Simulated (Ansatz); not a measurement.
# ZrC (Fm-3m): thermal expansion under pressure, part 2 of 3

Aim: how pressure changes the thermal expansion of ZrC.

Ansatz 0.2.0; DFT PBE, scalar-relativistic, plane waves, PAW.

So far. Step 2 (Probe on a coarse mesh): The start is under -2.9 GPa at this level and looks like a metal on this mesh. Step 4 (Tight relaxation): The residual pressure is -2.3e-4 GPa, small enough for phonons.

The database entry behind the starting cell differs from later determinations by our own check (an axis about 0.7 % long against later determinations), so it need not match the best structure at ambient conditions.

## 6. Phonons on strained cells, pressure 2 GPa

Thermal expansion follows from how the free energy of the vibrations (and of the electrons in a metal) changes with strain, so the program makes strained cells, their phonons and a fit in one run.

input.yaml reads:

```yaml
crystal:
  lattice:
    - [0.0, 2.3475381247, 2.3475381247]
    - [2.3475381247, 0.0, 2.3475381247]
    - [2.3475381247, 2.3475381247, 0.0]
  atoms:
    - { symbol: Zr, position: [0.5, 0.5, 0.5] }
    - { symbol: C, position: [0.0, 0.0, 0.0] }
kpoints:
  mp_grid: { grid: [16, 16, 16] }
hamiltonian:
  xc: pbe
scf:
  occupations: { method: methfessel_paxton, width: 0.2 }
output:
  eigenvalues: true
phonons:
  method: dfpt
  qmesh: [4, 4, 4]
  temperatures: { t_max: 1200.0, t_step: 50 }
  thermal_expansion: { pressure: 2.0 }
```

Launch:

```sh
$ ansatz run input.yaml --threads 4 --pin off --max-ram 8192MiB --backend cpu --events-out ev --progress --plain --runs-dir out
```

Numbers of over 12 decimals in the logs are rounded to 6 here.

The program printed:

```text
[...]
Crystal: 2 atoms, lattice volume = 25.874 Å³
Basis set: ecut = 487.2 eV, 609 PW (Γ), exchange–correlation on 48×48×48 points (8 copies of the dense FFT grid, shifted against one another)
Bands: 12, of which v1, the nominal top of the filled ones, is band 8 counted from 1 (7 counted from 0)
Symmetry: 48 space group operations
[...]
k-points: 145 of 4096
[...]
SCF iter   1: F=—  HF=-4436.497220 eV  |F-HF|=—  |Δ(HF+E_count)|=         —  Δρ=1.42e-3  dr2=4.88e-4  ethr=1.77e-3  ⟨swp⟩=5.0  Hψ=8660  notcnv=0
[...]
SCF iter   8: F=-4436.496947 eV  HF=-4436.496947 eV  |F-HF|=9.09e-13  |Δ(HF+E_count)|=  1.46e-11  S|Δr|=    0.00e0  Δρ=8.88e-8  dr2=1.00e-12  ethr=1.00e-12  ⟨swp⟩=5.5  Hψ=6765  notcnv=0
SCF 1 converged in 8 iterations: F = -4436.496947 eV  dr2 = 1.00e-12
[...]
relax step   1: F+E_penalty+E_count = -4436.49694738 eV  Δ(F+E_penalty+E_count) = +0.000e0 eV  max|allowed force component| = 1.939e-29 eV/Å  Δτ_max = 0.0000 Å  (8 SCF iters, accepted)
SCF converged after 8 iterations
[...]
Free energy (F): -4436.496947 eV
[...]
Internal energy: -4436.496600 eV  (E = F + TS)
E sigma→0 (E₀):  -4436.496861 eV
Entropy (-TS):   -0.000347 eV (-0.174 meV/atom)
Fermi energy:    14.916795 eV
[...]
--- Stress (GPa, compression-positive) ---
        1.967059      -0.000000       0.000000
       -0.000000       1.967059       0.000000
       -0.000000      -0.000000       1.967059
  P = ⅓ Tr σ = 1.9671 GPa (19.671 kbar)
--- Band table (eV; the first three rows and the last of 145) ---
  k-point 0: bands = [... 4 lower, 3.6029, 15.8582, 15.8582, 15.8582, 16.0184, 16.0184, 16.0184, 17.7446]
  k-point 1: bands = [... 4 lower, 3.6928, 15.1147, 15.3138, 15.3138, 16.2327, 16.2327, 16.5574, 18.2596]
  k-point 2: bands = [... 4 lower, 3.9530, 14.1618, 14.5316, 14.5316, 16.5219, 16.5219, 16.9845, 19.2977]
  k-point 144: bands = [... 4 lower, 5.4612, 12.2760, 12.5794, 12.5794, 18.2176, 18.2176, 20.6191, 21.9979]
── thermal expansion: 3 new cells, 3 in all ──
thermal expansion: relaxation of cell 2
thermal expansion: relaxation of cell 3
── thermal expansion: 2 new cells, 5 in all ──
thermal expansion: relaxation of cell 4
thermal expansion: lower-state search of cell 4
thermal expansion: electrons of cell 4
thermal expansion: phonons of cell 4
thermal expansion: relaxation of cell 5
thermal expansion: electrons of cell 1
thermal expansion: electrons of cell 2
thermal expansion: electrons of cell 3
thermal expansion: electrons of cell 5
thermal expansion: phonons of cell 5
── thermal expansion: 5 new cells, 10 in all ──
thermal expansion: relaxation of cell 6
thermal expansion: relaxation of cell 7
thermal expansion: relaxation of cell 8
thermal expansion: relaxation of cell 9
thermal expansion: relaxation of cell 10
thermal expansion: electrons of cell 6
thermal expansion: electrons of cell 7
thermal expansion: electrons of cell 8
thermal expansion: electrons of cell 9
thermal expansion: electrons of cell 10
thermal expansion: phonons of cell 6
thermal expansion: phonons of cell 7
--- Relaxed structure (1 steps of the walk, 1 accepted, 0 SCFs on fresh bases) ---
  F+E_penalty+E_count = -4436.49694738 eV   max|allowed force component| = 1.939e-29 eV/Å
  atoms:
    - { symbol: Zr, position: [0.5, 0.5, 0.5] }
    - { symbol: C, position: [0.0, 0.0, 0.0] }
--- Thermal expansion: 10 cells in 3 rounds, 2 GPa ---
  no lower state was reached at cell 4; its state was not examined: fill_not_monotonic
  without vibrations: a 3.31975, b 3.31975, c 3.31975 Å, V 25.8704 Å³, B 230.11 GPa
  at 0 K: a 3.32600, b 3.32600, c 3.32600 Å, V 26.0166 Å³, B 226.18 GPa
  zero-point expansion: a +0.188, b +0.188, c +0.188, V +0.565 %
      T/K        a/Å        b/Å        c/Å       V/Å³ | expansion of a, b, c, V (1e-6/K)   | that of V in the mean from 25 °C | C_P, C_V (J/mol K of the cell) | B_T, B_S (GPa)
     0.00    3.32600    3.32600    3.32600    26.0166 |    0.00    0.00    0.00    0.00 |    9.57 |     0.000     0.000 |   226.18   226.18
   150.00    3.32672    3.32672    3.32672    26.0335 |    3.58    3.58    3.58   10.73 |   14.87 |    22.349    22.288 |   224.95   225.56
   298.15    3.32917    3.32917    3.32917    26.0910 |    5.98    5.98    5.98   17.94 |       - |    38.419    38.085 |   221.72   223.67
   400.00    3.33133    3.33133    3.33133    26.1420 |    6.73    6.73    6.73   20.20 |   19.19 |    43.311    42.748 |   219.18   222.07
   550.00    3.33487    3.33487    3.33487    26.2254 |    7.36    7.36    7.36   22.08 |   20.45 |    47.016    46.104 |   215.23   219.49
   700.00    3.33866    3.33866    3.33866    26.3149 |    7.77    7.77    7.77   23.30 |   21.36 |    49.038    47.766 |   211.13   216.75
   850.00    3.34264    3.34264    3.34264    26.4091 |    8.09    8.09    8.09   24.28 |   22.09 |    50.385    48.736 |   206.90   213.90
  1000.00    3.34677    3.34677    3.34677    26.5072 |    8.39    8.39    8.39   25.17 |   22.73 |    51.431    49.383 |   202.55   210.95
  1150.00    3.35106    3.35106    3.35106    26.6092 |    8.68    8.68    8.68   26.04 |   23.31 |    52.339    49.864 |   198.07   207.90
  1200.00    3.35252    3.35252    3.35252    26.6441 |    8.78    8.78    8.78   26.33 |   23.50 |    52.626    50.002 |   196.54   206.86
  the static fit leaves 0.000 meV an atom of the energies and, of the stresses, 0.000 GPa of each cell's largest along a strain (root mean squares over the cells), whose Pulay part it has at -0.013 GPa
  vibrations' free energy: its fit passes through its cells
  the electrons' free energy at temperature is in it; its fit leaves 0.0002 meV an atom at the most
  free energies summed between the sampled wave vectors
  estimated error of the fitted expansion in any direction: up to 0.017e-6/K, at 1200 K, with few degrees of freedom (an estimate, not a bound: it was exceeded on models of known expansion)
  by sums over the sampled wave vectors an expansion of the volume parts by up to 0.08e-6/K
  by a static energy of one degree less an expansion of the volume parts by up to 0.01e-6/K
  the FFT grids of the static calculations differ: 24 × 24 × 24, 25 × 25 × 25
```

Wall time 26 min (4 threads of Arm Neoverse V1, shared host); peak memory 3.7 GiB.

Numbers from this step:

| Property | Result |
| --- | --- |
| pressure | 1.967 GPa |
| volume expansion coefficient at 298 K | 17.94 1e-6/K |
| C_P at 298 K | 19.21 J/mol-atom/K |
| entropy at 298 K | 17.19 J/mol-atom/K |
| isothermal bulk modulus at 298 K | 221.7 GPa |
| Grüneisen parameter at 298 K | 1.641 |
| volume at 298 K | 13.05 Å³/atom |
| principal linear expansion coefficients at 298 K | 5.979, 5.979, 5.979 1e-6/K |

Strained cells of the study; zero-point energy where phonons were solved; the pressures are stresses at a fixed cutoff and can carry an offset from the finite basis. Expansion cells, by row:

```csv
cell,|a| (Å),|b| (Å),|c| (Å),V (Å³/atom),E - E_lowest (meV/atom),"pressure, compression positive (GPa)",gap (eV),zero-point energy (meV/atom)
1,3.32,3.32,3.32,12.94,0.331,1.954,-,-
2,3.346,3.346,3.346,13.25,1.71,-3.285,-,-
3,3.294,3.294,3.294,12.63,9.474,7.721,-,-
4,3.32,3.32,3.32,12.94,0.323,1.943,-,69.08
5,3.337,3.337,3.337,13.13,0,-1.395,-,67.52
6,3.349,3.349,3.349,13.28,2.35,-3.744,-,66.36
7,3.364,3.364,3.364,13.45,7.849,-6.367,-,65
8,3.287,3.287,3.287,12.56,13.46,9.247,-,-
9,3.303,3.303,3.303,12.75,4.769,5.488,-,-
10,3.386,3.386,3.386,13.72,21.48,-10.04,-,-
```

Quasi-harmonic; a, b, c are the run's own cell vectors. Expansion, by row:

```csv
T (K),a (Å),b (Å),c (Å),alpha (deg),beta (deg),gamma (deg),cell volume (Å³/cell),alpha_a (1e-6/K),alpha_b (1e-6/K),alpha_c (1e-6/K),alpha_V (1e-6/K),C_P (J/mol-atom/K),C_V (J/mol-atom/K),S (J/mol-atom/K),B_T (GPa),B_S (GPa),Grueneisen,extrapolation,fit error (1e-6/K)
0,3.326,3.326,3.326,60,60,60,26.02,0,0,0,0,0,0,0,226.2,226.2,-,0,0
50,3.326,3.326,3.326,60,60,60,26.02,0.48,0.48,0.48,1.45,1.522,1.522,0.445,226.1,226.2,1.691,0,0
100,3.326,3.326,3.326,60,60,60,26.02,2.17,2.17,2.17,6.5,6.659,6.651,3.066,225.7,226,1.729,0,0
150,3.327,3.327,3.327,60,60,60,26.03,3.58,3.58,3.58,10.73,11.17,11.14,6.649,224.9,225.6,1.697,0,0
200,3.327,3.327,3.327,60,60,60,26.05,4.65,4.65,4.65,13.95,14.74,14.68,10.38,224,225,1.669,0,0
250,3.328,3.328,3.328,60,60,60,26.07,5.43,5.43,5.43,16.29,17.38,17.26,13.96,222.9,224.4,1.651,0,0
298.1,3.329,3.329,3.329,60,60,60,26.09,5.98,5.98,5.98,17.94,19.21,19.04,17.19,221.7,223.7,1.641,0,0
300,3.329,3.329,3.329,60,60,60,26.09,6,6,6,17.99,19.27,19.1,17.31,221.7,223.6,1.64,0,0
350,3.33,3.33,3.33,60,60,60,26.12,6.41,6.41,6.41,19.24,20.64,20.42,20.39,220.4,222.9,1.634,0,0
400,3.331,3.331,3.331,60,60,60,26.14,6.73,6.73,6.73,20.2,21.66,21.37,23.21,219.2,222.1,1.63,0,0.01
450,3.332,3.332,3.332,60,60,60,26.17,6.98,6.98,6.98,20.95,22.43,22.09,25.81,217.9,221.2,1.628,0,0.01
500,3.334,3.334,3.334,60,60,60,26.2,7.19,7.19,7.19,21.56,23.03,22.63,28.21,216.6,220.4,1.628,0,0.01
550,3.335,3.335,3.335,60,60,60,26.23,7.36,7.36,7.36,22.08,23.51,23.05,30.42,215.2,219.5,1.628,0,0.01
600,3.336,3.336,3.336,60,60,60,26.25,7.51,7.51,7.51,22.53,23.9,23.39,32.49,213.9,218.6,1.629,0,0.01
650,3.337,3.337,3.337,60,60,60,26.28,7.65,7.65,7.65,22.94,24.23,23.66,34.41,212.5,217.7,1.631,0,0.01
700,3.339,3.339,3.339,60,60,60,26.31,7.77,7.77,7.77,23.3,24.52,23.88,36.22,211.1,216.8,1.632,0,0.01
750,3.34,3.34,3.34,60,60,60,26.35,7.88,7.88,7.88,23.65,24.77,24.07,37.92,209.7,215.8,1.635,0,0.01
800,3.341,3.341,3.341,60,60,60,26.38,7.99,7.99,7.99,23.97,24.99,24.23,39.53,208.3,214.9,1.637,0,0.01
850,3.343,3.343,3.343,60,60,60,26.41,8.09,8.09,8.09,24.28,25.19,24.37,41.05,206.9,213.9,1.639,0,0
900,3.344,3.344,3.344,60,60,60,26.44,8.19,8.19,8.19,24.58,25.38,24.49,42.49,205.5,212.9,1.642,0,0
950,3.345,3.345,3.345,60,60,60,26.47,8.29,8.29,8.29,24.88,25.55,24.59,43.87,204,211.9,1.645,0,0.01
1000,3.347,3.347,3.347,60,60,60,26.51,8.39,8.39,8.39,25.17,25.71,24.69,45.19,202.6,210.9,1.648,0,0.01
1050,3.348,3.348,3.348,60,60,60,26.54,8.49,8.49,8.49,25.46,25.87,24.78,46.44,201.1,209.9,1.651,0,0.01
1100,3.35,3.35,3.35,60,60,60,26.57,8.58,8.58,8.58,25.75,26.02,24.86,47.65,199.6,208.9,1.654,0,0.01
1150,3.351,3.351,3.351,60,60,60,26.61,8.68,8.68,8.68,26.04,26.17,24.93,48.81,198.1,207.9,1.657,0,0.01
1200,3.353,3.353,3.353,60,60,60,26.64,8.78,8.78,8.78,26.33,26.31,25,49.93,196.5,206.9,1.661,0,0.02
```

Expansion coefficient against temperature; values in 1e-6/K:

```csv
temperature (K),volume,principal 1
0,0,0
150,10.7,3.58
298,17.9,5.98
350,19.2,6.41
500,21.6,7.19
650,22.9,7.65
800,24.0,7.99
900,24.6,8.19
1050,25.5,8.49
1200,26.3,8.78
```

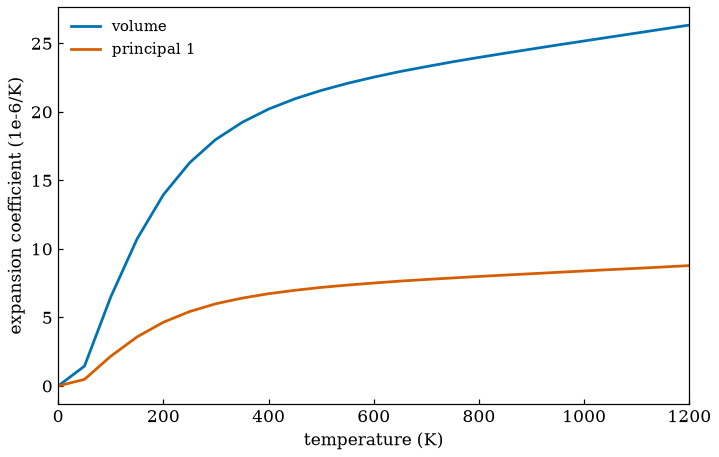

Expansion coefficient against temperature.

At 298 K the volume expansion is 17.9 × 10⁻⁶/K and B_T is 222 GPa. The program raised the cutoff to 487.2 eV by itself: with no cutoff typed, the study takes about 1.16 times the default for its relaxations and scales it with the volume for the phonons.

## 7. Relaxation under pressure, pressure 10 GPa

The study at pressure needs a start near its own equilibrium, so the cell is first relaxed to that pressure.

input.yaml, the sections that differ from step 6:

```yaml
crystal:
  lattice:
    - [0.0, 2.3543319274, 2.3543319274]
    - [2.3543319274, 0.0, 2.3543319274]
    - [2.3543319274, 2.3543319274, 0.0]
  atoms:
    - { symbol: Zr, position: [0.5, 0.5, 0.5] }
    - { symbol: C, position: [0.0, 0.0, 0.0] }
output:
  forces: true
  stress: true
  eigenvalues: true
relax:
  adjacent_minimum: "off"
  f_tol: 0.001
  max_steps: 60
  cell: { stress_tol: 0.05, p_target: 10.0 }
# kpoints, hamiltonian, scf: as in step 6
# phonons: removed
```

The program printed:

```text
[...]
Crystal: 2 atoms, lattice volume = 26.100 Å³
Basis set: ecut = 420 eV, 531 PW (Γ), exchange–correlation on 48×48×48 points (8 copies of the dense FFT grid, shifted against one another)
Bands: 12, of which v1, the nominal top of the filled ones, is band 8 counted from 1 (7 counted from 0)
Symmetry: 48 space group operations
[...]
k-points: 145 of 4096
[...]
k-point 144: bands = [... 4 lower, 5.9349, 12.7576, 13.1273, 13.1273, 18.8725, 18.8725, 21.4211, 22.8601]
--- Relaxed structure (5 steps of the walk, 4 accepted, 2 SCFs on fresh bases) ---
[...]
cell:  # Å, volume = 25.0409 Å³
    - [0, 2.322059, 2.322059]
    - [2.322059, 0, 2.322059]
    - [2.322059, 2.322059, 0]
  atoms:
    - { symbol: Zr, position: [0.5, 0.5, 0.5] }
    - { symbol: C, position: [0, 0, 0] }
[key lines of the parts left out:]
SCF converged after 4 iterations
Free energy (F): -4436.463551 eV
Fermi energy:    15.478744 eV
P = ⅓ Tr σ = 9.9998 GPa (99.998 kbar)
```

The job ended after 5.9 s (4 threads; peak memory 0.31 GiB; 21 s of CPU time).

Relaxation path:

```csv
step,energy less that of the first step (eV),largest force component (eV/Å),pressure (GPa),volume (Å³)
1,0.0000,0.0000,0.00,26.10
2,0.1403,0.0000,22.87,23.95
3,0.0266,0.0000,9.32,25.11
4,0.0304,0.0000,9.99,25.05
5*,0.0314,0.0000,9.92,25.05
6,0.0319,0.0000,10.00,25.04
7*,0.0319,0.0000,10.00,25.04
```

Relaxation steps marked * repeat the geometry before them on a plane-wave basis chosen anew for their cell, so energy and pressure can jump there. Relaxation step 2 was tried and not accepted.

Forces are held to the 48 operations that the run works with; a distortion that breaks them can't arise in this run.

```csv
"conventional cell, symmetrised",before,after,change
a (Å),4.709,4.644,-1.4 %
b (Å),4.709,4.644,-1.4 %
c (Å),4.709,4.644,-1.4 %
volume (Å³/atom),13.05,12.52,-4.1 %
```

Final coordinates:

```cif
data_structure
_symmetry_space_group_name_H-M 'P 1'
_symmetry_Int_Tables_number 1
_cell_length_a 3.2839
_cell_length_b 3.2839
_cell_length_c 3.2839
_cell_angle_alpha 60.000
_cell_angle_beta 60.000
_cell_angle_gamma 60.000
_cell_volume 25.04
loop_
_atom_site_label
_atom_site_type_symbol
_atom_site_fract_x
_atom_site_fract_y
_atom_site_fract_z
_atom_site_occupancy
Zr1 Zr 0.50000 0.50000 0.50000 1
C2 C 0.00000 0.00000 0.00000 1
```

Numbers from this step:

| Property | Result |
| --- | --- |
| pressure | 10.000 GPa |
| volume per atom | 12.52 Å³ |

(Continued in part 3 of 3.)

[Logs are printed without paths, hosts, clocks, repeated set-up lines and the standing remarks that a program may print on its own settings, such as how far it seeks lower states.]

[Hosts, paths, dates, database ids (printed as entryN), source tags and the programs' standing remarks are cut or masked in the printed files.]

[A step with changed settings may run another functional than the one named; its input shows which.]
